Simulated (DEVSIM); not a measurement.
Device: abrupt Ge p-n junction, at 300 K.

```tsv
layer (left to right)	material	thickness (μm)	Nd (cm⁻³)	Na (cm⁻³)	τn (s)	τp (s)
1	Ge	1.60	-	6.3e17	0.00047	0.00047
2	Ge	63.0	1.2e16	-	0.00047	0.00047
```

Left contact: ohmic. Right contact: ohmic. Voltage is applied to the left contact. Recombination: SRH at mid-gap, radiative. Mobility is constant in doping.

This is a model device: material constants are rounded textbook-type values typed into the input, and sizes, dopings and lifetimes were drawn at random. Values at 300 K.

```tsv
parameter	Ge
gap (eV)	0.664
affinity (eV)	4
permittivity	16
Nc (cm⁻³)	1.04e19
Nv (cm⁻³)	6e18
μn (cm²/Vs)	3900
μp (cm²/Vs)	1900
B (cm³/s)	6.4e-14
```

DEVSIM, 1D drift-diffusion, Boltzmann statistics, complete ionisation; no tunnelling, impact ionisation, image-force lowering or self-heating.

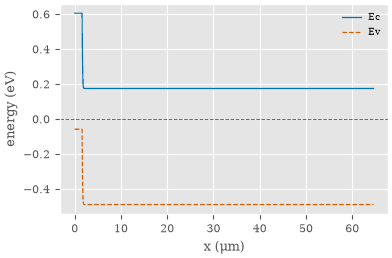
Band edges at zero bias

Energies count from the Fermi level of the right contact; mesh points crowd at the junctions.

```json
[
 {"x (μm)": "0.000", "Ec (eV)": "0.606", "Ev (eV)": "-0.058", "n (cm⁻³)": "6.9e8", "p (cm⁻³)": "6.3e17", "field (V/cm)": "≈ 0"},
 {"x (μm)": "0.03678", "Ec (eV)": "0.606", "Ev (eV)": "-0.058", "n (cm⁻³)": "6.9e8", "p (cm⁻³)": "6.3e17", "field (V/cm)": "≈ 0"},
 {"x (μm)": "0.1282", "Ec (eV)": "0.606", "Ev (eV)": "-0.058", "n (cm⁻³)": "6.9e8", "p (cm⁻³)": "6.3e17", "field (V/cm)": "≈ 0"},
 {"x (μm)": "0.3552", "Ec (eV)": "0.606", "Ev (eV)": "-0.058", "n (cm⁻³)": "6.9e8", "p (cm⁻³)": "6.3e17", "field (V/cm)": "≈ 0"},
 {"x (μm)": "1.091", "Ec (eV)": "0.606", "Ev (eV)": "-0.058", "n (cm⁻³)": "6.9e8", "p (cm⁻³)": "6.3e17", "field (V/cm)": "≈ 0"},
 {"x (μm)": "1.410", "Ec (eV)": "0.606", "Ev (eV)": "-0.058", "n (cm⁻³)": "6.9e8", "p (cm⁻³)": "6.3e17", "field (V/cm)": "≈ 0"},
 {"x (μm)": "1.538", "Ec (eV)": "0.606", "Ev (eV)": "-0.058", "n (cm⁻³)": "6.9e8", "p (cm⁻³)": "6.3e17", "field (V/cm)": "≈ 0"},
 {"x (μm)": "1.599", "Ec (eV)": "0.574", "Ev (eV)": "-0.090", "n (cm⁻³)": "2.4e9", "p (cm⁻³)": "1.9e17", "field (V/cm)": "-44000"},
 {"x (μm)": "1.635", "Ec (eV)": "0.460", "Ev (eV)": "-0.204", "n (cm⁻³)": "1.9e11", "p (cm⁻³)": "2.3e15", "field (V/cm)": "-27000"},
 {"x (μm)": "1.733", "Ec (eV)": "0.265", "Ev (eV)": "-0.399", "n (cm⁻³)": "3.7e14", "p (cm⁻³)": "1.2e12", "field (V/cm)": "-13000"},
 {"x (μm)": "1.977", "Ec (eV)": "0.175", "Ev (eV)": "-0.489", "n (cm⁻³)": "1.2e16", "p (cm⁻³)": "3.7e10", "field (V/cm)": "-140"},
 {"x (μm)": "2.995", "Ec (eV)": "0.175", "Ev (eV)": "-0.489", "n (cm⁻³)": "1.2e16", "p (cm⁻³)": "3.6e10", "field (V/cm)": "≈ 0"},
 {"x (μm)": "5.203", "Ec (eV)": "0.175", "Ev (eV)": "-0.489", "n (cm⁻³)": "1.2e16", "p (cm⁻³)": "3.6e10", "field (V/cm)": "≈ 0"},
 {"x (μm)": "10.84", "Ec (eV)": "0.175", "Ev (eV)": "-0.489", "n (cm⁻³)": "1.2e16", "p (cm⁻³)": "3.6e10", "field (V/cm)": "≈ 0"},
 {"x (μm)": "33.10", "Ec (eV)": "0.175", "Ev (eV)": "-0.489", "n (cm⁻³)": "1.2e16", "p (cm⁻³)": "3.6e10", "field (V/cm)": "≈ 0"},
 {"x (μm)": "52.29", "Ec (eV)": "0.175", "Ev (eV)": "-0.489", "n (cm⁻³)": "1.2e16", "p (cm⁻³)": "3.6e10", "field (V/cm)": "≈ 0"},
 {"x (μm)": "59.80", "Ec (eV)": "0.175", "Ev (eV)": "-0.489", "n (cm⁻³)": "1.2e16", "p (cm⁻³)": "3.6e10", "field (V/cm)": "≈ 0"},
 {"x (μm)": "62.73", "Ec (eV)": "0.175", "Ev (eV)": "-0.489", "n (cm⁻³)": "1.2e16", "p (cm⁻³)": "3.6e10", "field (V/cm)": "≈ 0"},
 {"x (μm)": "64.09", "Ec (eV)": "0.175", "Ev (eV)": "-0.489", "n (cm⁻³)": "1.2e16", "p (cm⁻³)": "3.6e10", "field (V/cm)": "≈ 0"},
 {"x (μm)": "64.42", "Ec (eV)": "0.175", "Ev (eV)": "-0.489", "n (cm⁻³)": "1.2e16", "p (cm⁻³)": "3.6e10", "field (V/cm)": "≈ 0"},
 {"x (μm)": "64.54", "Ec (eV)": "0.175", "Ev (eV)": "-0.489", "n (cm⁻³)": "1.2e16", "p (cm⁻³)": "3.6e10", "field (V/cm)": "≈ 0"},
 {"x (μm)": "64.60", "Ec (eV)": "0.175", "Ev (eV)": "-0.489", "n (cm⁻³)": "1.2e16", "p (cm⁻³)": "3.6e10", "field (V/cm)": "≈ 0"}
]
```
